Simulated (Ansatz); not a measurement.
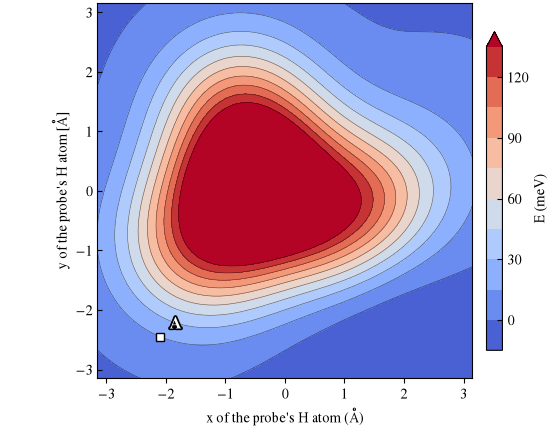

GaH₃O with the probe H2. 
- The probe is moved over a plane parallel to the molecule's main plane, 2.10 Å above it.
- First axis: x of the probe's H atom. Second axis: y of the probe's H atom.
- Nothing is relaxed (molecule and probe rigid, the probe upright with H nearest the plane).
- The grid has 19 × 19 points.
- Energies are in meV, from molecule and probe far apart, each relaxed in its own basis (no counterpoise correction).
- Theory: RHF/def2-SVPD (Ansatz).

The picture shows filled contours, one colour for all values above the top of the scale, the point A. Between grid points the surface is interpolated.

Which way does the force act at A, and how strong is it?

Answer. A, at x of the probe's H atom = −2.10 Å, y of the probe's H atom = −2.45 Å, is not a stationary point. The computed force is 0.038 eV/Å in the plane, pointing down in the picture (components −0.014 and −0.035 eV/Å).
